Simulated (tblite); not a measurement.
# Frequency calculation, with input and output: C₄H₄O₂Si

- system: C₄H₄O₂Si, SMILES C#CC#C[SiH](O)O
- method: GFN2-xTB harmonic vibrations, gas phase (tblite 0.8.0)

It belongs to a series of runs on one base structure; here: constitutional isomer.

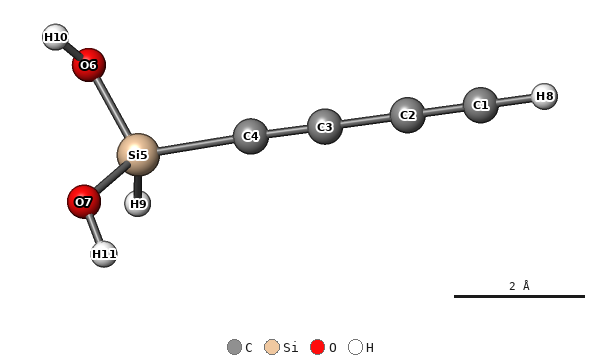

**Figure 1.** The input geometry (ball-and-stick view, seen at a tilt; atoms are numbered from 1 in the order of the input). Bond lengths as drawn: C–C 1.21 to 1.36 Å, C–H 1.05 Å, C–Si 1.86 Å, H–O 0.95 Å, H–Si 1.45 Å and O–Si 1.62 to 1.63 Å.

### Results in brief

- outcome: converged
- total energy: −555.7421 eV
- zero-point energy: 39.8180 kcal/mol
- hardware: 1 CPU thread, shared host
- peak memory: 0.18 GiB

### The input
```
{"job": {"kind": "ir", "xc": "GFN2-xTB", "basis": "xTB"}, "charge": 0, "multiplicity": 1}
C      3.739711    -1.074919     0.354155
C      2.608736    -0.718697     0.138805
C      1.329396    -0.323152    -0.093033
C      0.184147     0.027454    -0.282704
Si    -1.571304     0.527102    -0.618026
O     -1.867699     2.043989    -0.140366
O     -2.567113    -0.432194     0.253265
H      4.725740    -1.381160     0.536322
H     -1.849815     0.496168    -2.045197
H     -2.204955     2.217377     0.734324
H     -2.521420    -1.379298     0.176414
```

The first line tells a small driver script what to run in tblite; the rest is the geometry in Å.

Launch command:
```bash
OMP_NUM_THREADS=1 python <driver script> task.json out
```

### What the program printed
```
mode    cm-1     km/mol
  1      65.3      3.01
  2      80.7      0.22
  3     137.3     99.87
  4     172.5      1.93
  5     192.6     13.29
  6     255.9     18.89
  7     285.6     23.85
  8     324.5     48.63
  9     326.4    118.62
 10     398.1      0.82
 11     398.8      1.18
 12     502.8     64.12
 13     639.6     21.51
 14     640.4     17.00
 15     656.5     94.10
 16     696.3    164.64
 17     793.7    312.90
 18     816.5    178.43
 19     868.3    341.45
 20     938.5    256.57
 21    1067.0     98.32
 22    2197.3     19.04
 23    2287.2     77.52
 24    2317.0    290.86
 25    3402.0      6.44
 26    3677.0     35.56
 27    3715.4     20.02
```

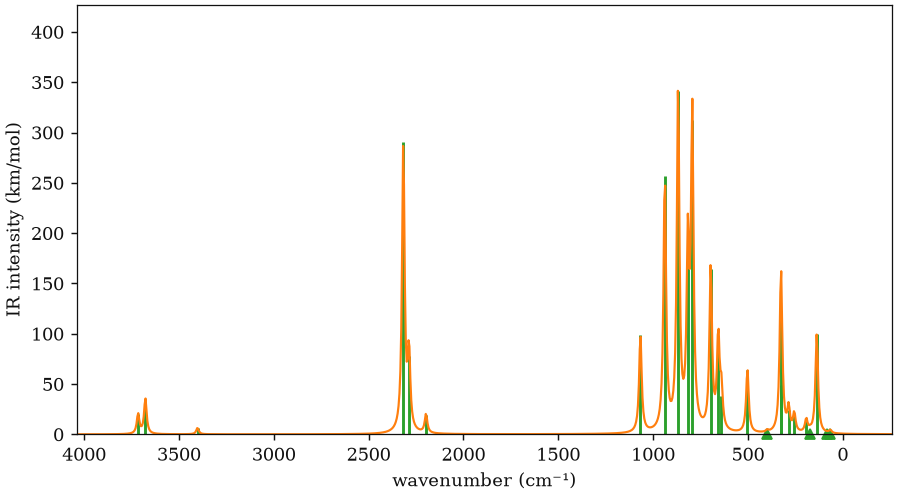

**Figure 2.** Harmonic infrared spectrum, unscaled: sticks (degenerate modes added up, dark ones marked on the axis) with a Lorentzian envelope of 16 cm⁻¹ full width, scaled to the tallest stick. 27 modes from 65 to 3715 cm⁻¹, none imaginary. The strongest line is at 868 cm⁻¹ (341 km/mol).
